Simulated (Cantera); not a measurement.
Feed: 1 mol CH3F, 2.2 mol HCl, at 33.0 Torr.

Equilibrium computed with Cantera from the NASA thermochemical tables; the gas is ideal and each condensed phase is pure. Candidate condensed phases: C, C6H6, C7H8, C8H18; 118 gas species. Kinetics and transport are ignored.

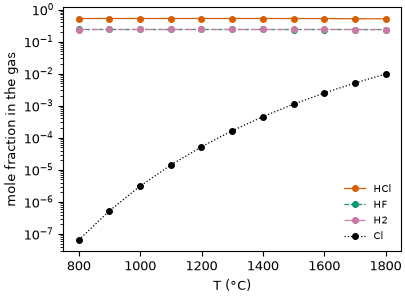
Fig. 1. Equilibrium gas composition (values under 1e-9 drawn at 1e-9)

Problem. Read off the mole fractions at 1000 °C.

Solution. HCl about 0.52, HF about 0.24, H2 about 0.24, Cl about 3.1e-6.
